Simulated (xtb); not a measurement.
# Geometry relaxation of CH4O3W (part 3 of 3)

The same run, continued: CH4O3W; GFN2-xTB (xtb 6.7.1 later snapshot). 

Geometry of the input (Å):
```
C  -0.8398  -0.7538  -0.5243
W  0.8837  0.1139  0.2292
O  1.4142  -0.9283  1.2382
O  1.9966  0.1878  -1.1418
O  0.2973  1.7441  0.8665
H  -0.7219  -1.8372  -0.9341
H  -1.6448  -1.0065  0.2399
H  -1.4750  -0.2331  -1.3144
H  0.1085  2.7023  1.2273
```

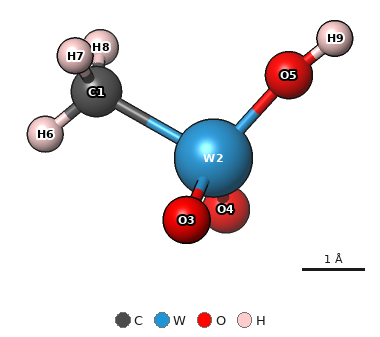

**Figure 1.** The geometry at step 5 of the log (ball-and-stick view, seen at a tilt; atoms are numbered from 1 in the order of the input).

## The program's output, continued
```
          ...................................................
          :                      SETUP                      :
          :.................................................:
          :  # basis functions                  30          :
          :  # atomic orbitals                  29          :
          :  # shells                           15          :
          :  # electrons                        32          :
          :  max. iterations                   250          :
          :  Hamiltonian                  GFN2-xTB          :
          :  restarted?                      false          :
          :  GBSA solvation                  false          :
          :  PC potential                    false          :
          :  electronic temp.          300.0000000     K    :
          :  accuracy                    1.0000000          :
          :  -> integral cutoff          0.2500000E+02      :
          :  -> integral neglect         0.1000000E-07      :
          :  -> SCF convergence          0.1000000E-05 Eh   :
          :  -> wf. convergence          0.1000000E-03 e    :
          :  Broyden damping             0.4000000          :
          :  net charge                          0          :
          :  unpaired electrons                  0          :
          ...................................................

 iter      E             dE          RMSdq      gap      omega  full diag
   1    -18.9747148 -0.189747E+02  0.224E-04    3.97       0.0  T
   2    -18.9747148  0.299580E-08  0.589E-04    3.97      56.6  T
   3    -18.9747148 -0.334463E-08  0.314E-04    3.97     106.1  T

   *** convergence criteria satisfied after 3 iterations ***

         #    Occupation            Energy/Eh            Energy/eV
      -------------------------------------------------------------
         1        2.0000           -0.7756157             -21.1056
       ...           ...                  ...                  ...
        10        2.0000           -0.4501491             -12.2492
        11        2.0000           -0.4396939             -11.9647
        12        2.0000           -0.4333608             -11.7923
        13        2.0000           -0.4196511             -11.4193
        14        2.0000           -0.4139092             -11.2630
        15        2.0000           -0.4064095             -11.0590
        16        2.0000           -0.3986810             -10.8487 (HOMO)
        17                         -0.2527328              -6.8772 (LUMO)
        18                         -0.2122371              -5.7753
        19                         -0.1869049              -5.0859
        20                         -0.1306178              -3.5543
        21                         -0.1199772              -3.2647
       ...                                ...                  ...
        29                          0.6448992              17.5486
      -------------------------------------------------------------
                  HL-Gap            0.1459482 Eh            3.9715 eV
             Fermi-level           -0.3257069 Eh           -8.8629 eV

 SCC (total)                   0 d,  0 h,  0 min,  0.003 sec
 SCC setup                      ...        0 min,  0.000 sec (  2.513%)
 Dispersion                     ...        0 min,  0.000 sec (  0.731%)
 classical contributions        ...        0 min,  0.000 sec (  0.260%)
 integral evaluation            ...        0 min,  0.001 sec ( 21.173%)
 iterations                     ...        0 min,  0.001 sec ( 32.300%)
 molecular gradient             ...        0 min,  0.001 sec ( 39.612%)
 printout                       ...        0 min,  0.000 sec (  2.927%)

         :::::::::::::::::::::::::::::::::::::::::::::::::::::
         ::                     SUMMARY                     ::
         :::::::::::::::::::::::::::::::::::::::::::::::::::::
         :: total energy             -18.861321223238 Eh    ::
         :: gradient norm              0.000049832810 Eh/a0 ::
         :: HOMO-LUMO gap              3.971451998545 eV    ::
         ::.................................................::
         :: SCC energy               -18.974708554863 Eh    ::
         :: -> isotropic ES            0.005685204370 Eh    ::
         :: -> anisotropic ES          0.006715700431 Eh    ::
         :: -> anisotropic XC          0.001477238585 Eh    ::
         :: -> dispersion             -0.005153550040 Eh    ::
         :: repulsion energy           0.113387331625 Eh    ::
         :: add. restraining           0.000000000000 Eh    ::
         :: total charge               0.000000000000 e     ::
         :::::::::::::::::::::::::::::::::::::::::::::::::::::

           -------------------------------------------------
          |                Property Printout                |
           -------------------------------------------------

    * Orbital Energies and Occupations

         #    Occupation            Energy/Eh            Energy/eV
      -------------------------------------------------------------
         1        2.0000           -0.7756157             -21.1056
       ...           ...                  ...                  ...
         4        2.0000           -0.6454553             -17.5637
         5        2.0000           -0.5970019             -16.2452
         6        2.0000           -0.5140096             -13.9869
         7        2.0000           -0.5136778             -13.9779
         8        2.0000           -0.4938242             -13.4376
         9        2.0000           -0.4910692             -13.3627
        10        2.0000           -0.4501491             -12.2492
        11        2.0000           -0.4396939             -11.9647
        12        2.0000           -0.4333608             -11.7923
        13        2.0000           -0.4196511             -11.4193
        14        2.0000           -0.4139092             -11.2630
        15        2.0000           -0.4064095             -11.0590
        16        2.0000           -0.3986810             -10.8487 (HOMO)
        17                         -0.2527328              -6.8772 (LUMO)
        18                         -0.2122371              -5.7753
        19                         -0.1869049              -5.0859
        20                         -0.1306178              -3.5543
        21                         -0.1199772              -3.2647
        22                         -0.0140703              -0.3829
        23                          0.0855432               2.3277
        24                          0.1644226               4.4742
        25                          0.1681574               4.5758
        26                          0.2365634               6.4372
        27                          0.4161584              11.3242
       ...                                ...                  ...
        29                          0.6448992              17.5486
      -------------------------------------------------------------
                  HL-Gap            0.1459482 Eh            3.9715 eV
             Fermi-level           -0.3257069 Eh           -8.8629 eV

     #   Z          covCN         q      C6AA      α(0)
     1   6          3.683    -0.245    25.671     7.255
     2  74          3.403     1.118   385.949    43.329
     3   8          0.830    -0.523    24.309     6.610
     4   8          0.830    -0.523    24.312     6.610
     5   8          1.632    -0.463    22.122     6.349
     6   1          0.923     0.111     1.685     2.030
     7   1          0.923     0.094     1.842     2.122
     8   1          0.923     0.094     1.845     2.124
     9   1          0.805     0.336     0.621     1.238

 Mol. C6AA /au·bohr⁶  :       1885.518413
 Mol. C8AA /au·bohr⁸  :     125493.784697
 Mol. α(0) /au        :         77.666912

Wiberg/Mayer (AO) data.
largest (>0.10) Wiberg bond orders for each atom

 ---------------------------------------------------------------------------
     #   Z sym  total        # sym  WBO       # sym  WBO       # sym  WBO
 ---------------------------------------------------------------------------
     1   6      3.906 --     2      1.035     7      0.904     8      0.904
                             6      0.895
     2  74      6.736 --     3      2.092     4      2.092     5      1.247
                             1      1.035
     3   8      2.350 --     2      2.092     4      0.111
     4   8      2.350 --     2      2.092     3      0.111
     5   8      2.273 --     2      1.247     9      0.831
     6   1      0.988 --     1      0.895
     7   1      0.991 --     1      0.904
     8   1      0.991 --     1      0.904
     9   1      0.887 --     5      0.831
 ---------------------------------------------------------------------------

Topologies differ in total number of bonds
Writing topology from bond orders to xtbtopo.mol

molecular dipole:
                 x           y           z       tot (Debye)
 q only:       -1.798       0.985       0.149
   full:       -1.988       1.806       0.492       6.940
molecular quadrupole (traceless):
                xx          xy          yy          xz          yz          zz
 q only:       -5.260       3.776       8.010       1.982       7.194      -2.750
  q+dip:       -6.693       5.647       9.583       2.758       8.621      -2.890
   full:       -6.867       5.549       9.846       2.711       8.799      -2.979

           -------------------------------------------------
          |                Geometry Summary                 |
           -------------------------------------------------

      molecular mass/u    :      247.8824912
   center of mass at/Å    :        0.8503840       0.1481626       0.1983722
  moments of inertia/u·Å² :        0.1436630E+03   0.1568869E+03   0.1697272E+03
rotational constants/cm⁻¹ :        0.1173415E+00   0.1074508E+00   0.9932190E-01

 * 7 selected distances

     #   Z          #   Z                                           value/Å
     2  74          3   8                                         1.6888156
     2  74          4   8                                         1.6888450
     2  74          5   8                                         1.8456403 (max)
     1   6          6   1                                         1.1049583
     1   6          7   1                                         1.1037935
     1   6          8   1                                         1.1038748
     5   8          9   1                                         0.9677407 (min)

 * 3 distinct bonds (by element types)

   Z      Z             #   av. dist./Å        max./Å        min./Å
   1 H    6 C           3     1.1042089     1.1049583     1.1037935
   1 H    8 O           1     0.9677407     0.9677407     0.9677407
   8 O   74 W           3     1.7411003     1.8456403     1.6888156

optimized geometry written to: xtbopt.tmol

           -------------------------------------------------
          | TOTAL ENERGY              -18.861321223238 Eh   |
          | GRADIENT NORM               0.000049832810 Eh/α |
          | HOMO-LUMO GAP               3.971451998545 eV   |
           -------------------------------------------------

------------------------------------------------------------------------
------------------------------------------------------------------------
 total:
 *  cpu-time:     0 d,  0 h,  0 min,  0.067 sec
 * ratio c/w:     1.000 speedup
 SCF:
 *  cpu-time:     0 d,  0 h,  0 min,  0.007 sec
 * ratio c/w:     1.000 speedup
 ANC optimizer:
 *  cpu-time:     0 d,  0 h,  0 min,  0.052 sec
 * ratio c/w:     1.000 speedup
```

## Standard error
```
normal termination of xtb
```

## Trajectory as extended XYZ (Å, eV, eV/Å), 11 frames, from step=0 to step=10
```
9
Properties=species:S:1:pos:R:3 step=0 energy=-512.20906
C    -0.8398   -0.7538   -0.5243
W     0.8837    0.1139    0.2292
O     1.4142   -0.9283    1.2382
O     1.9966    0.1878   -1.1418
O     0.2973    1.7441    0.8665
H    -0.7219   -1.8372   -0.9341
H    -1.6448   -1.0065    0.2399
H    -1.4750   -0.2331   -1.3144
H     0.1085    2.7023    1.2273
9
Properties=species:S:1:pos:R:3 step=1 energy=-513.12951
C    -0.8904   -0.7959   -0.5337
W     0.9120    0.1574    0.2153
O     1.4278   -0.9733    1.2948
O     1.9658    0.2061   -1.1460
O     0.3019    1.7726    0.8572
H    -0.7080   -1.8272   -0.9659
H    -1.6509   -0.9883    0.2692
H    -1.4551   -0.2406   -1.3269
H     0.1158    2.6784    1.2227
9
Properties=species:S:1:pos:R:3 step=2 energy=-513.23177
C    -0.8974   -0.8088   -0.5452
W     0.9182    0.1666    0.2186
O     1.4270   -0.9866    1.3235
O     1.9177    0.2206   -1.1458
O     0.3098    1.7786    0.8702
H    -0.7101   -1.8112   -0.9719
H    -1.6325   -0.9844    0.2637
H    -1.4425   -0.2521   -1.3288
H     0.1286    2.6665    1.2025
9
Properties=species:S:1:pos:R:3 step=3 energy=-513.24022
C    -0.9056   -0.8167   -0.5430
W     0.9151    0.1629    0.2179
O     1.4323   -0.9779    1.3448
O     1.8927    0.2175   -1.1568
O     0.3118    1.7836    0.8557
H    -0.6962   -1.8095   -0.9788
H    -1.6415   -0.9862    0.2619
H    -1.4273   -0.2462   -1.3323
H     0.1374    2.6617    1.2173
9
Properties=species:S:1:pos:R:3 step=4 energy=-513.24202
C    -0.9058   -0.8196   -0.5420
W     0.9151    0.1627    0.2205
O     1.4391   -0.9690    1.3594
O     1.8741    0.2112   -1.1694
O     0.3144    1.7861    0.8570
H    -0.6938   -1.8101   -0.9806
H    -1.6509   -0.9936    0.2508
H    -1.4161   -0.2430   -1.3333
H     0.1426    2.6646    1.2244
9
Properties=species:S:1:pos:R:3 step=5 energy=-513.24247
C    -0.9077   -0.8212   -0.5395
W     0.9139    0.1619    0.2182
O     1.4427   -0.9631    1.3630
O     1.8721    0.2125   -1.1716
O     0.3163    1.7854    0.8594
H    -0.6930   -1.8108   -0.9810
H    -1.6608   -0.9990    0.2462
H    -1.4115   -0.2421   -1.3332
H     0.1467    2.6656    1.2250
9
Properties=species:S:1:pos:R:3 step=6 energy=-513.24262
C    -0.9077   -0.8224   -0.5415
W     0.9117    0.1622    0.2180
O     1.4466   -0.9551    1.3667
O     1.8691    0.2109   -1.1726
O     0.3176    1.7865    0.8614
H    -0.6940   -1.8133   -0.9817
H    -1.6652   -1.0017    0.2421
H    -1.4116   -0.2443   -1.3352
H     0.1523    2.6665    1.2294
9
Properties=species:S:1:pos:R:3 step=7 energy=-513.24267
C    -0.9084   -0.8228   -0.5414
W     0.9113    0.1633    0.2169
O     1.4454   -0.9529    1.3661
O     1.8709    0.2106   -1.1719
O     0.3173    1.7879    0.8594
H    -0.6945   -1.8136   -0.9814
H    -1.6652   -1.0022    0.2422
H    -1.4126   -0.2467   -1.3365
H     0.1546    2.6657    1.2333
9
Properties=species:S:1:pos:R:3 step=8 energy=-513.24269
C    -0.9088   -0.8237   -0.5422
W     0.9104    0.1641    0.2163
O     1.4440   -0.9516    1.3663
O     1.8707    0.2105   -1.1722
O     0.3172    1.7888    0.8596
H    -0.6933   -1.8147   -0.9809
H    -1.6649   -1.0022    0.2418
H    -1.4136   -0.2479   -1.3374
H     0.1571    2.6659    1.2354
9
Properties=species:S:1:pos:R:3 step=9 energy=-513.24270
C    -0.9090   -0.8238   -0.5424
W     0.9101    0.1643    0.2159
O     1.4434   -0.9507    1.3668
O     1.8703    0.2106   -1.1727
O     0.3172    1.7892    0.8598
H    -0.6927   -1.8148   -0.9805
H    -1.6652   -1.0025    0.2414
H    -1.4140   -0.2494   -1.3384
H     0.1588    2.6663    1.2369
9
Properties=species:S:1:pos:R:3 step=10 energy=-513.24270
C    -0.9090   -0.8238   -0.5426
W     0.9099    0.1645    0.2158
O     1.4428   -0.9509    1.3664
O     1.8704    0.2113   -1.1725
O     0.3172    1.7892    0.8603
H    -0.6926   -1.8151   -0.9801
H    -1.6653   -1.0025    0.2413
H    -1.4142   -0.2500   -1.3388
H     0.1596    2.6666    1.2368
```

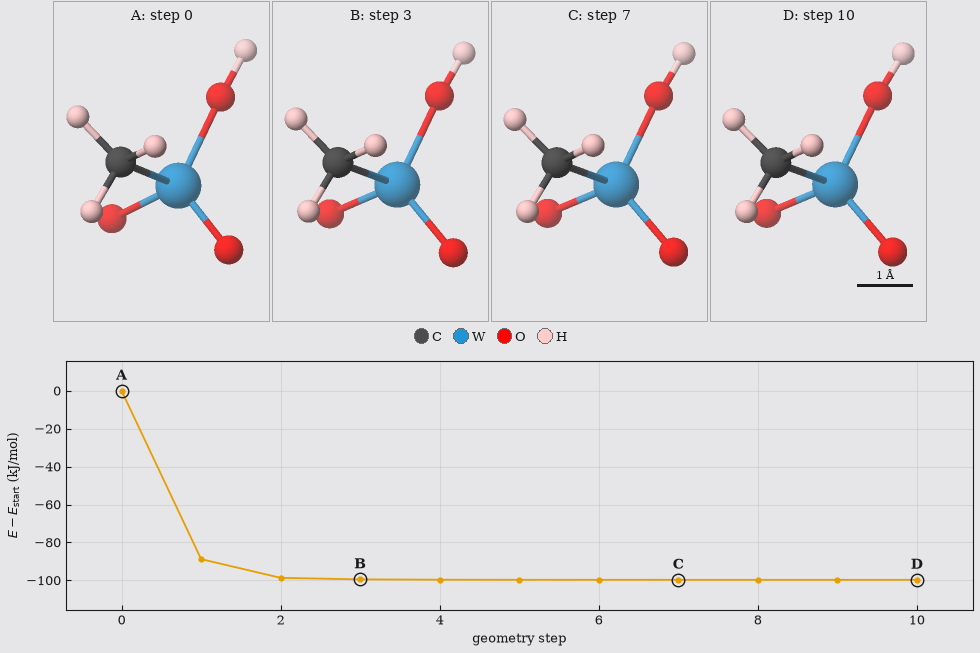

**Figure 2.** Frames of the relaxation (ball-and-stick view, seen at a tilt) above the curves, on which the letters mark them (steps are counted from 0).

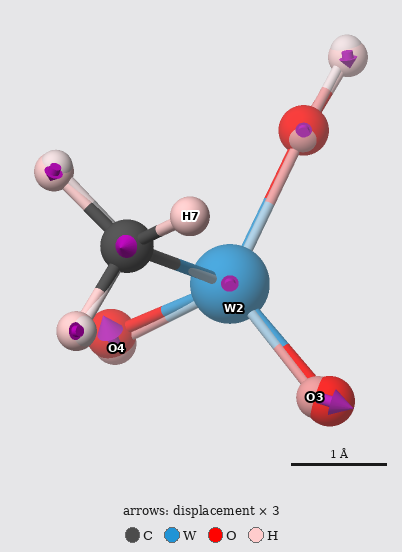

**Figure 3.** Start (faint) and end (solid) with the displacements as pink arrows, magnified 3 times (ball-and-stick view, seen at a tilt). The two geometries are laid on each other by the best rigid fit. The largest moves after the best rigid fit, 0.13 Å, are those of O3 and O4. By element the largest moves are O 0.13 Å, C 0.10 Å, H 0.07 Å, W 0.06 Å. Among the contacts that change: W2–O3 1.545 → 1.689 Å, C1–W2 2.071 → 2.205 Å, W2–O4 1.767 → 1.689 Å, O5–H9 1.041 → 0.968 Å. Among the angles that change: H6–C1–H7 95.8° → 105.7°, W2–C1–H8 121.6° → 113.1°, H7–C1–H8 99.9° → 106.4°. The energy falls by 99.7 kJ/mol in 10 geometry steps. (Atoms are counted from 1 in the order of the input.)

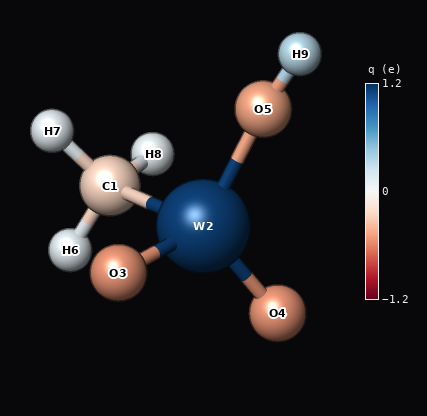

**Figure 4.** Mulliken charges, as the colour of each atom (ball-and-stick view, seen at a tilt; atoms are numbered from 1 in the order of the input). By element: C −0.24, W +1.12, O −0.52 to −0.46 and H +0.09 to +0.34 e.

## Results in brief

- outcome: converged
- electrons treated: 32
- total energy: −18.861321 hartree
- dispersion energy: −0.005154 hartree
- basis functions: 30
- HOMO: −10.85 eV
- LUMO: −6.88 eV
- dipole moment: 6.94 D
- hardware: 1 thread of Arm Neoverse V1, 24 GiB of memory available, shared host
- peak memory: 0.072 GiB

## Remarks

Settings chosen away from the usual ones: method = gfn2-xtb; task = optimise; opt_level = vtight; x = {}; partner = base.
